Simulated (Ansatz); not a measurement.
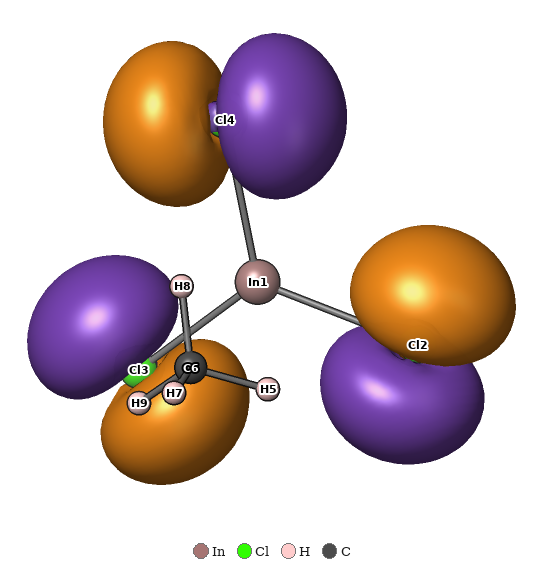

Cl3In···CH4. One frontier orbital at ±0.08 Å⁻³ᐟ² (orange and purple are the two phases), seen at an oblique angle.

Core potentials replace the inner electrons of In.

The calculation used RKS PBE0-D4/def2-SVP (Ansatz 0.2.0).

The calculation's input:

```
crystal:
  periodic: [false, false, false]
  atoms:
    - { symbol: In, position_ang: [-0.792882, -0.195807, -1.756428] }
    - { symbol: Cl, position_ang: [0.976367, 1.40945, -2.045662] }
    - { symbol: Cl, position_ang: [-0.335174, -2.44372, -2.081483] }
    - { symbol: Cl, position_ang: [-2.912966, 0.538255, -1.175199] }
    - { symbol: H, position_ang: [0.914301, 0.546926, 0.444732] }
    - { symbol: C, position_ang: [0.609991, 0.13419, 1.404248] }
    - { symbol: H, position_ang: [1.196979, 0.629364, 2.18882] }
    - { symbol: H, position_ang: [-0.457344, 0.328619, 1.586085] }
    - { symbol: H, position_ang: [0.800727, -0.947176, 1.434887] }
basis:
  gaussian: { orbitals: def2-SVP }
hamiltonian:
  xc: pbe0
  dispersion: d4
relax:
  f_tol: 0.03
  max_steps: 50
output:
  orbitals: {}
```

Launched as:

```sh
ansatz run input.yaml --threads 2 --pin off --max-ram 3072MiB --backend cpu --events-out ev --progress --plain --runs-dir out
```

The fields are those of the relaxed geometry.

Which orbital is it: HOMO or LUMO?

The HOMO, at −9.10 eV. It lies mainly on Cl2 (about 35 %), Cl4 (about 35 %) and Cl3 (about 30 %); largely a combination of lone pairs on Cl2, Cl4 and Cl3.
